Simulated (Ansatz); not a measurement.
# Run report: Al2N2H4F4, molecular dynamics (part 2 of 2)

Continued. System: Al2N2H4F4, SMILES [F][Al-]1([F])[NH2+][Al-]([F])([F])[NH2+]1. Method: RKS BLYP-d3bj/def2-SVP (Ansatz 0.2.0). The geometry comes from this level: PBE0-D4/def2-TZVP.

Geometry of the input (Å):
```
F  0.6847  -0.7282  2.4179
Al 0.9369  -0.6250  0.7898
F  2.2930  -1.2583  0.0932
N  0.6385  1.1759  0.1732
Al -0.9371  0.6250  -0.7896
F  -2.2924  1.2577  -0.0912
F  -0.6866  0.7293  -2.4180
N  -0.6381  -1.1761  -0.1738
H  0.4678  1.8518  0.9107
H  1.3798  1.5512  -0.4094
H  -1.3794  -1.5517  0.4086
H  -0.4670  -1.8517  -0.9114
```

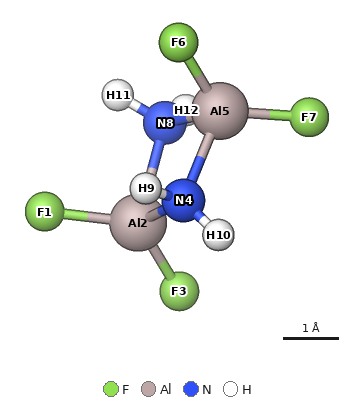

**Figure 1.** The geometry at step 20 of the log (ball-and-stick view, seen at a tilt; atoms are numbered from 1 in the order of the input).

## Trajectory as extended XYZ, continued
```
12
Properties=species:S:1:pos:R:3:forces:R:3 step=9 time_fs=9.0 energy=-27103.03618 temperature=356.2
F     0.6261   -0.7598    2.4472    0.3368   0.1759  -1.2847
Al    0.9619   -0.5897    0.7526   -0.1859  -0.8788   1.0477
F     2.3329   -1.2693    0.0414   -0.1555   0.2219   0.1788
N     0.5903    1.2192    0.1734    1.3074  -0.1678   0.2558
Al   -0.9146    0.6244   -0.7681   -0.8445  -0.0625  -1.4220
F    -2.2861    1.2555   -0.0728   -0.4611   0.3608   0.2521
F    -0.6454    0.6798   -2.4269    0.0005   0.0676  -0.0138
N    -0.7130   -1.1632   -0.1663    1.3272   0.4107   0.5300
H     0.3524    1.8040    0.9672   -0.1151   0.5556   0.5358
H     1.4277    1.6269   -0.2729   -0.2749   0.1123  -0.1457
H    -1.2442   -1.4045    0.6625   -0.8152  -0.4572   0.2997
H    -0.6375   -1.9580   -0.7965   -0.1198  -0.3384  -0.2336
12
Properties=species:S:1:pos:R:3:forces:R:3 step=10 time_fs=10.0 energy=-27102.99427 temperature=325.5
F     0.6201   -0.7631    2.4485    0.3775   0.1991  -1.4089
Al    0.9642   -0.5869    0.7499   -0.1385  -0.9726   1.0954
F     2.3378   -1.2705    0.0356   -0.2715   0.2894   0.2446
N     0.5901    1.2257    0.1744   -0.0198  -0.6201   1.2035
Al   -0.9130    0.6242   -0.7677   -0.9480  -0.0216  -1.4521
F    -2.2871    1.2563   -0.0699   -0.3719   0.3312   0.1995
F    -0.6407    0.6744   -2.4286   -0.0117   0.0732   0.0638
N    -0.7190   -1.1621   -0.1627    1.5260   0.4245   0.2530
H     0.3414    1.8088    0.9769   -0.0609   0.3158   0.2643
H     1.3982    1.6300   -0.2493    0.9857   0.7285  -0.8369
H    -1.2370   -1.4033    0.6635   -1.0370  -0.4409   0.7233
H    -0.6706   -1.9727   -0.7738   -0.0298  -0.3066  -0.3495
12
Properties=species:S:1:pos:R:3:forces:R:3 step=11 time_fs=11.0 energy=-27102.94655 temperature=292.3
F     0.6144   -0.7662    2.4491    0.4162   0.2189  -1.5020
Al    0.9664   -0.5843    0.7476   -0.0935  -1.0545   1.1269
F     2.3425   -1.2715    0.0299   -0.3789   0.3508   0.3065
N     0.5899    1.2317    0.1763   -1.0171  -0.8555   2.0105
Al   -0.9118    0.6239   -0.7677   -1.0441   0.0251  -1.4515
F    -2.2882    1.2573   -0.0669   -0.2835   0.3005   0.1429
F    -0.6360    0.6691   -2.4303   -0.0231   0.0801   0.1264
N    -0.7240   -1.1608   -0.1589    1.4217   0.1007   0.2775
H     0.3297    1.8166    0.9891    0.0400   0.0152  -0.1066
H     1.3781    1.6401   -0.2337    1.8539   1.1770  -1.2959
H    -1.2397   -1.4062    0.6714   -0.9442  -0.2804   0.6817
H    -0.7039   -1.9904   -0.7544    0.0525  -0.0779  -0.3165
12
Properties=species:S:1:pos:R:3:forces:R:3 step=12 time_fs=12.0 energy=-27102.95368 temperature=295.8
F     0.6088   -0.7692    2.4490    0.4528   0.2348  -1.5645
Al    0.9686   -0.5822    0.7457   -0.0525  -1.1217   1.1437
F     2.3470   -1.2723    0.0245   -0.4763   0.4049   0.3634
N     0.5890    1.2372    0.1795   -0.8999  -0.5917   2.1421
Al   -0.9110    0.6236   -0.7683   -1.1317   0.0736  -1.4237
F    -2.2894    1.2584   -0.0638   -0.1987   0.2695   0.0834
F    -0.6313    0.6639   -2.4319   -0.0337   0.0876   0.1733
N    -0.7280   -1.1593   -0.1549    1.0532  -0.4475   0.5993
H     0.3185    1.8245    1.0003    0.1386  -0.2175  -0.4053
H     1.3758    1.6614   -0.2305    1.5987   1.0519  -1.1538
H    -1.2515   -1.4118    0.6858   -0.5903  -0.0075   0.2395
H    -0.7368   -2.0088   -0.7380    0.1396   0.2637  -0.1974
12
Properties=species:S:1:pos:R:3:forces:R:3 step=13 time_fs=13.0 energy=-27102.97882 temperature=312.0
F     0.6034   -0.7722    2.4480    0.4865   0.2469  -1.5992
Al    0.9708   -0.5805    0.7442   -0.0153  -1.1723   1.1464
F     2.3513   -1.2729    0.0191   -0.5639   0.4521   0.4144
N     0.5875    1.2423    0.1843    0.1216   0.0390   1.6285
Al   -0.9105    0.6233   -0.7694   -1.2042   0.1188  -1.3689
F    -2.2908    1.2596   -0.0607   -0.1183   0.2382   0.0225
F    -0.6267    0.6587   -2.4335   -0.0433   0.0952   0.2055
N    -0.7313   -1.1582   -0.1505    0.5957  -0.9896   1.0179
H     0.3086    1.8304    1.0076    0.1973  -0.3158  -0.5336
H     1.3887    1.6928   -0.2383    0.4677   0.4208  -0.5389
H    -1.2689   -1.4175    0.7026   -0.1584   0.2827  -0.3116
H    -0.7683   -2.0247   -0.7235    0.2347   0.5840  -0.0829
12
Properties=species:S:1:pos:R:3:forces:R:3 step=14 time_fs=14.0 energy=-27102.95852 temperature=298.0
F     0.5983   -0.7750    2.4462    0.5161   0.2563  -1.6096
Al    0.9730   -0.5791    0.7431    0.0179  -1.2055   1.1340
F     2.3553   -1.2733    0.0140   -0.6426   0.4929   0.4592
N     0.5861    1.2473    0.1901    1.2161   0.5884   0.8722
Al   -0.9105    0.6231   -0.7710   -1.2518   0.1560  -1.2844
F    -2.2922    1.2610   -0.0575   -0.0418   0.2066  -0.0381
F    -0.6221    0.6535   -2.4349   -0.0518   0.1024   0.2252
N    -0.7341   -1.1577   -0.1454    0.2138  -1.3266   1.3501
H     0.3006    1.8333    1.0098    0.1965  -0.2670  -0.4647
H     1.4061    1.7283   -0.2513   -0.6915  -0.2818   0.1146
H    -1.2878   -1.4205    0.7163    0.1913   0.5068  -0.7181
H    -0.7976   -2.0350   -0.7098    0.3279   0.7714  -0.0405
12
Properties=species:S:1:pos:R:3:forces:R:3 step=15 time_fs=15.0 energy=-27102.91442 temperature=267.0
F     0.5935   -0.7776    2.4437    0.5407   0.2636  -1.5985
Al    0.9752   -0.5782    0.7424    0.0451  -1.2203   1.1053
F     2.3589   -1.2734    0.0092   -0.7129   0.5281   0.4978
N     0.5855    1.2528    0.1966    1.9213   0.7993   0.1420
Al   -0.9109    0.6230   -0.7730   -1.2675   0.1811  -1.1672
F    -2.2936    1.2625   -0.0544    0.0308   0.1744  -0.0972
F    -0.6175    0.6484   -2.4362   -0.0592   0.1091   0.2343
N    -0.7369   -1.1582   -0.1394   -0.0006  -1.3589   1.5151
H     0.2944    1.8336    1.0076    0.1332  -0.0959  -0.2233
H     1.4170    1.7611   -0.2632   -1.4136  -0.7743   0.5572
H    -1.3049   -1.4187    0.7232    0.3793   0.6252  -0.8661
H    -0.8238   -2.0379   -0.6965    0.4033   0.7686  -0.0995
12
Properties=species:S:1:pos:R:3:forces:R:3 step=16 time_fs=16.0 energy=-27102.90033 temperature=257.1
F     0.5889   -0.7802    2.4403    0.5596   0.2691  -1.5668
Al    0.9774   -0.5778    0.7421    0.0635  -1.2162   1.0598
F     2.3622   -1.2733    0.0046   -0.7744   0.5576   0.5300
N     0.5863    1.2589    0.2031    2.1678   0.6708  -0.4405
Al   -0.9118    0.6229   -0.7755   -1.2504   0.1928  -1.0172
F    -2.2951    1.2640   -0.0513    0.0987   0.1420  -0.1540
F    -0.6129    0.6433   -2.4374   -0.0651   0.1154   0.2341
N    -0.7396   -1.1596   -0.1324   -0.0076  -1.0783   1.4885
H     0.2896    1.8329    1.0032    0.0255   0.1342   0.1110
H     1.4142    1.7865   -0.2698   -1.6426  -0.9919   0.7434
H    -1.3184   -1.4108    0.7218    0.3783   0.6301  -0.7335
H    -0.8461   -2.0334   -0.6841    0.4468   0.5745  -0.2549
12
Properties=species:S:1:pos:R:3:forces:R:3 step=17 time_fs=17.0 energy=-27102.93366 temperature=281.7
F     0.5846   -0.7825    2.4361    0.5727   0.2725  -1.5142
Al    0.9796   -0.5777    0.7422    0.0716  -1.1929   0.9973
F     2.3651   -1.2729    0.0002   -0.8263   0.5808   0.5558
N     0.5885    1.2654    0.2094    1.9545   0.2980  -0.7394
Al   -0.9131    0.6229   -0.7783   -1.2039   0.1925  -0.8383
F    -2.2964    1.2657   -0.0484    0.1602   0.1098  -0.2080
F    -0.6083    0.6383   -2.4385   -0.0697   0.1214   0.2256
N    -0.7423   -1.1618   -0.1243    0.1998  -0.5573   1.2576
H     0.2849    1.8336    0.9999   -0.0826   0.3220   0.4034
H     1.3958    1.8024   -0.2692   -1.4161  -0.9261   0.6725
H    -1.3282   -1.3969    0.7133    0.1876   0.5314  -0.3456
H    -0.8642   -2.0235   -0.6742    0.4523   0.2479  -0.4667
12
Properties=species:S:1:pos:R:3:forces:R:3 step=18 time_fs=18.0 energy=-27102.98484 temperature=318.9
F     0.5806   -0.7848    2.4311    0.5804   0.2736  -1.4389
Al    0.9818   -0.5781    0.7426    0.0696  -1.1507   0.9177
F     2.3676   -1.2722   -0.0039   -0.8675   0.5970   0.5751
N     0.5921    1.2721    0.2151    1.2351  -0.2462  -0.5863
Al   -0.9149    0.6229   -0.7814   -1.1339   0.1840  -0.6383
F    -2.2977    1.2674   -0.0455    0.2136   0.0790  -0.2587
F    -0.6038    0.6333   -2.4394   -0.0735   0.1274   0.2094
N    -0.7449   -1.1643   -0.1153    0.5727   0.0454   0.8339
H     0.2795    1.8373    1.0004   -0.1339   0.3663   0.5134
H     1.3638    1.8094   -0.2622   -0.7398  -0.5455   0.3208
H    -1.3363   -1.3780    0.7016   -0.1498   0.3590   0.2061
H    -0.8779   -2.0112   -0.6687    0.4270  -0.0893  -0.6543
12
Properties=species:S:1:pos:R:3:forces:R:3 step=19 time_fs=19.0 energy=-27103.00413 temperature=333.4
F     0.5769   -0.7869    2.4255    0.5830   0.2722  -1.3388
Al    0.9841   -0.5790    0.7434    0.0592  -1.0906   0.8205
F     2.3697   -1.2712   -0.0077   -0.8967   0.6049   0.5881
N     0.5965    1.2786    0.2204    0.0423  -0.9295   0.0728
Al   -0.9170    0.6230   -0.7848   -1.0466   0.1710  -0.4269
F    -2.2989    1.2691   -0.0427    0.2567   0.0510  -0.3055
F    -0.5993    0.6284   -2.4403   -0.0769   0.1332   0.1863
N    -0.7471   -1.1668   -0.1058    0.9630   0.5155   0.3177
H     0.2728    1.8446    1.0059   -0.0948   0.2377   0.3899
H     1.3247    1.8112   -0.2522    0.3232   0.1512  -0.3072
H    -1.3458   -1.3556    0.6918   -0.5023   0.1704   0.7169
H    -0.8875   -1.9997   -0.6695    0.3899  -0.2871  -0.7139
12
Properties=species:S:1:pos:R:3:forces:R:3 step=20 time_fs=20.0 energy=-27102.98058 temperature=318.8
F     0.5735   -0.7889    2.4191    0.5812   0.2675  -1.2117
Al    0.9864   -0.5802    0.7445    0.0420  -1.0141   0.7059
F     2.3713   -1.2699   -0.0111   -0.9126   0.6039   0.5948
N     0.6010    1.2845    0.2258   -1.2289  -1.5859   0.9531
Al   -0.9196    0.6232   -0.7883   -0.9474   0.1559  -0.2132
F    -2.3000    1.2709   -0.0401    0.2878   0.0271  -0.3481
F    -0.5949    0.6236   -2.4411   -0.0805   0.1391   0.1568
N    -0.7486   -1.1689   -0.0960    1.1474   0.6980  -0.0861
H     0.2652    1.8541    1.0151    0.0173   0.0060   0.1129
H     1.2887    1.8145   -0.2451    1.3977   0.9331  -0.9997
H    -1.3601   -1.3315    0.6889   -0.6615   0.0278   0.9125
H    -0.8935   -1.9910   -0.6771    0.3577  -0.2585  -0.5772
12
Properties=species:S:1:pos:R:3:forces:R:3 step=21 time_fs=21.0 energy=-27102.97572 temperature=317.1
F     0.5704   -0.7908    2.4121    0.5752   0.2583  -1.0565
Al    0.9887   -0.5817    0.7458    0.0193  -0.9245   0.5755
F     2.3724   -1.2682   -0.0143   -0.9145   0.5941   0.5948
N     0.6046    1.2893    0.2319   -1.8116  -1.7650   1.4153
Al   -0.9225    0.6235   -0.7919   -0.8400   0.1395  -0.0038
F    -2.3009    1.2726   -0.0376    0.3055   0.0084  -0.3863
F    -0.5905    0.6188   -2.4418   -0.0847   0.1448   0.1225
N    -0.7494   -1.1706   -0.0863    0.9916   0.6183  -0.2187
H     0.2577    1.8637    1.0253    0.1491  -0.2158  -0.1734
H     1.2660    1.8267   -0.2475    1.7718   1.2422  -1.2572
H    -1.3808   -1.3071    0.6947   -0.4922  -0.0527   0.6588
H    -0.8960   -1.9847   -0.6902    0.3307  -0.0475  -0.2709
12
Properties=species:S:1:pos:R:3:forces:R:3 step=22 time_fs=22.0 energy=-27103.01628 temperature=344.7
F     0.5675   -0.7925    2.4045    0.5645   0.2441  -0.8744
Al    0.9911   -0.5836    0.7473   -0.0079  -0.8251   0.4312
F     2.3731   -1.2663   -0.0172   -0.9026   0.5761   0.5881
N     0.6069    1.2929    0.2389   -1.3739  -1.2291   1.0591
Al   -0.9257    0.6237   -0.7955   -0.7252   0.1221   0.1973
F    -2.3016    1.2744   -0.0354    0.3103  -0.0052  -0.4200
F    -0.5861    0.6141   -2.4424   -0.0899   0.1497   0.0859
N    -0.7494   -1.1718   -0.0767    0.5878   0.4505  -0.1246
H     0.2517    1.8713    1.0340    0.2471  -0.3437  -0.3540
H     1.2603    1.8508   -0.2620    1.1662   0.7589  -0.7940
H    -1.4062   -1.2833    0.7068   -0.0733  -0.1091   0.1082
H    -0.8953   -1.9789   -0.7060    0.2969   0.2107   0.0971
12
Properties=species:S:1:pos:R:3:forces:R:3 step=23 time_fs=23.0 energy=-27103.02894 temperature=353.5
F     0.5650   -0.7941    2.3966    0.5486   0.2252  -0.6687
Al    0.9934   -0.5858    0.7490   -0.0389  -0.7167   0.2740
F     2.3733   -1.2641   -0.0198   -0.8783   0.5511   0.5747
N     0.6084    1.2957    0.2467   -0.4678  -0.4113   0.1886
Al   -0.9291    0.6241   -0.7990   -0.6016   0.1049   0.3865
F    -2.3022    1.2762   -0.0334    0.3048  -0.0146  -0.4485
F    -0.5818    0.6095   -2.4430   -0.0963   0.1532   0.0511
N    -0.7491   -1.1728   -0.0672    0.1586   0.3647   0.0308
H     0.2480    1.8755    1.0392    0.2793  -0.3459  -0.3774
H     1.2657    1.8822   -0.2841    0.1622  -0.1187   0.0336
H    -1.4323   -1.2605    0.7200    0.3844  -0.1793  -0.4524
H    -0.8918   -1.9711   -0.7208    0.2450   0.3875   0.4078
12
Properties=species:S:1:pos:R:3:forces:R:3 step=24 time_fs=24.0 energy=-27102.98141 temperature=320.1
F     0.5627   -0.7956    2.3882    0.5267   0.2027  -0.4435
Al    0.9957   -0.5883    0.7508   -0.0742  -0.5979   0.1043
F     2.3731   -1.2616   -0.0221   -0.8431   0.5201   0.5549
N     0.6095    1.2982    0.2546    0.2998   0.1656  -0.7153
Al   -0.9328    0.6244   -0.8024   -0.4690   0.0888   0.5610
F    -2.3027    1.2780   -0.0316    0.2915  -0.0210  -0.4715
F    -0.5775    0.6050   -2.4435   -0.1040   0.1549   0.0223
N    -0.7486   -1.1734   -0.0577   -0.1199   0.4393   0.1268
H     0.2470    1.8765    1.0408    0.2378  -0.2322  -0.2457
H     1.2727    1.9124   -0.3059   -0.6253  -0.8635   0.7448
H    -1.4548   -1.2393    0.7289    0.7076  -0.2699  -0.8192
H    -0.8859   -1.9595   -0.7318    0.1721   0.4130   0.5812
12
Properties=species:S:1:pos:R:3:forces:R:3 step=25 time_fs=25.0 energy=-27102.92333 temperature=278.0
F     0.5607   -0.7970    2.3797    0.4990   0.1772  -0.2024
Al    0.9980   -0.5909    0.7526   -0.1158  -0.4671  -0.0754
F     2.3724   -1.2588   -0.0241   -0.7976   0.4838   0.5287
N     0.6108    1.3008    0.2620    0.7325   0.3412  -1.4161
Al   -0.9366    0.6248   -0.8056   -0.3296   0.0743   0.7185
F    -2.3030    1.2797   -0.0300    0.2721  -0.0250  -0.4892
F    -0.5733    0.6005   -2.4441   -0.1130   0.1552   0.0024
N    -0.7483   -1.1738   -0.0481   -0.1683   0.6732   0.1190
H     0.2483    1.8752    1.0401    0.1377  -0.0459  -0.0064
H     1.2737    1.9345   -0.3205   -1.0119  -1.2748   1.1479
H    -1.4705   -1.2208    0.7299    0.8117  -0.3669  -0.9123
H    -0.8784   -1.9440   -0.7372    0.0833   0.2748   0.5852
12
Properties=species:S:1:pos:R:3:forces:R:3 step=26 time_fs=26.0 energy=-27102.90273 temperature=262.4
F     0.5589   -0.7982    2.3710    0.4663   0.1491   0.0512
Al    1.0002   -0.5938    0.7544   -0.1649  -0.3241  -0.2605
F     2.3714   -1.2558   -0.0259   -0.7418   0.4426   0.4960
N     0.6126    1.3036    0.2685    0.8174   0.1787  -1.8047
Al   -0.9405    0.6252   -0.8085   -0.1875   0.0616   0.8571
F    -2.3031    1.2815   -0.0287    0.2472  -0.0268  -0.5019
F    -0.5692    0.5961   -2.4446   -0.1232   0.1545  -0.0069
N    -0.7480   -1.1737   -0.0384    0.0313   1.0157  -0.0139
H     0.2509    1.8735    1.0393    0.0188   0.1374   0.2483
H     1.2651    1.9443   -0.3242   -1.0209  -1.3414   1.2241
H    -1.4784   -1.2057    0.7222    0.6670  -0.4531  -0.7208
H    -0.8701   -1.9259   -0.7369   -0.0096   0.0058   0.4319
12
Properties=species:S:1:pos:R:3:forces:R:3 step=27 time_fs=27.0 energy=-27102.91769 temperature=272.1
F     0.5574   -0.7995    2.3624    0.4298   0.1188   0.3139
Al    1.0024   -0.5967    0.7561   -0.2213  -0.1707  -0.4451
F     2.3699   -1.2525   -0.0274   -0.6756   0.3965   0.4567
N     0.6150    1.3066    0.2737    0.5244  -0.2384  -1.7578
Al   -0.9446    0.6257   -0.8112   -0.0467   0.0507   0.9743
F    -2.3031    1.2832   -0.0276    0.2167  -0.0260  -0.5099
F    -0.5650    0.5918   -2.4451   -0.1347   0.1534  -0.0048
N    -0.7477   -1.1729   -0.0287    0.4534   1.3774  -0.2996
H     0.2536    1.8730    1.0409   -0.0651   0.2299   0.4042
H     1.2466    1.9413   -0.3162   -0.6746  -1.0589   0.9640
H    -1.4799   -1.1950    0.7075    0.2832  -0.5151  -0.2779
H    -0.8619   -1.9077   -0.7326   -0.0895  -0.3177   0.1821
12
Properties=species:S:1:pos:R:3:forces:R:3 step=28 time_fs=28.0 energy=-27102.92259 temperature=274.0
F     0.5561   -0.8006    2.3539    0.3912   0.0870   0.5821
Al    1.0046   -0.5998    0.7576   -0.2830  -0.0108  -0.6228
F     2.3681   -1.2491   -0.0286   -0.5985   0.3456   0.4108
N     0.6177    1.3094    0.2777   -0.1905  -0.8856  -1.1728
Al   -0.9486    0.6262   -0.8135    0.0896   0.0405   1.0677
F    -2.3031    1.2849   -0.0268    0.1801  -0.0213  -0.5135
F    -0.5610    0.5875   -2.4457   -0.1478   0.1523   0.0082
N    -0.7471   -1.1712   -0.0192    0.9881   1.6408  -0.7338
H     0.2558    1.8748    1.0464   -0.0747   0.1808   0.3854
H     1.2217    1.9282   -0.2989    0.0303  -0.4004   0.3422
H    -1.4788   -1.1892    0.6902   -0.2471  -0.5463   0.3015
H    -0.8545   -1.8925   -0.7265   -0.1378  -0.5828  -0.0549
12
Properties=species:S:1:pos:R:3:forces:R:3 step=29 time_fs=29.0 energy=-27102.87620 temperature=240.1
F     0.5550   -0.8017    2.3456    0.3521   0.0544   0.8510
Al    1.0066   -0.6028    0.7590   -0.3465   0.1503  -0.7872
F     2.3660   -1.2454   -0.0297   -0.5101   0.2899   0.3586
N     0.6204    1.3115    0.2809   -1.2163  -1.6949  -0.1578
Al   -0.9526    0.6266   -0.8154    0.2201   0.0296   1.1355
F    -2.3029    1.2867   -0.0263    0.1366  -0.0115  -0.5124
F    -0.5570    0.5834   -2.4462   -0.1630   0.1520   0.0308
N    -0.7459   -1.1683   -0.0102    1.3922   1.7015  -1.1972
H     0.2572    1.8784    1.0555   -0.0124   0.0168   0.2084
H     1.1970    1.9112   -0.2784    0.9816   0.5417  -0.5470
H    -1.4800   -1.1886    0.6758   -0.6914  -0.5475   0.7798
H    -0.8485   -1.8828   -0.7209   -0.1428  -0.6821  -0.1625
12
Properties=species:S:1:pos:R:3:forces:R:3 step=30 time_fs=30.0 energy=-27102.81287 temperature=196.1
F     0.5541   -0.8028    2.3379    0.3143   0.0212   1.1152
Al    1.0085   -0.6058    0.7600   -0.4084   0.3066  -0.9314
F     2.3637   -1.2417   -0.0306   -0.4102   0.2295   0.3003
N     0.6221    1.3126    0.2840   -2.0659  -2.2888   0.7517
Al   -0.9566    0.6271   -0.8169    0.3452   0.0173   1.1772
F    -2.3027    1.2884   -0.0260    0.0855   0.0044  -0.5067
F    -0.5531    0.5793   -2.4468   -0.1806   0.1529   0.0613
N    -0.7436   -1.1643   -0.0020    1.3763   1.5221  -1.4798
H     0.2585    1.8821    1.0667    0.0818  -0.1759  -0.0317
H     1.1817    1.8993   -0.2630    1.7277   1.3071  -1.2617
H    -1.4878   -1.1933    0.6688   -0.7588  -0.5177   0.8961
H    -0.8438   -1.8797   -0.7169   -0.1069  -0.5787  -0.0906
```

## Key numbers

| quantity | value |
| --- | --- |
| outcome | finished |
| mean temperature over the second half | 290 K |
| trajectory | 30 steps, 30 fs |
| ensemble | nvt_nose_hoover |
| temperature in the input | 500 K |
| time step | 1 fs |
| potential energy (last step) | −27102.8133 eV |
| mean-field energy (last step) | −27102.1867 eV |
| dispersion energy (last step) | −0.6266 eV |
| SCF solution under orbital rotations (last step) | stable |
| largest force (length of the vector) (last step) | 3.174 eV/Å |
| dipole moment (last step) | 0.91 D |
| hardware | 4 threads of Arm Neoverse V1, 23 GiB of memory available, shared host |
| wall time | 69 s (CPU time 4.4 min) |
| peak memory | 0.73 GiB |

## Notes

So short a trajectory is not equilibrated. The temperature stays far from the 500 K of the thermostat over the second half: the run isn't equilibrated.
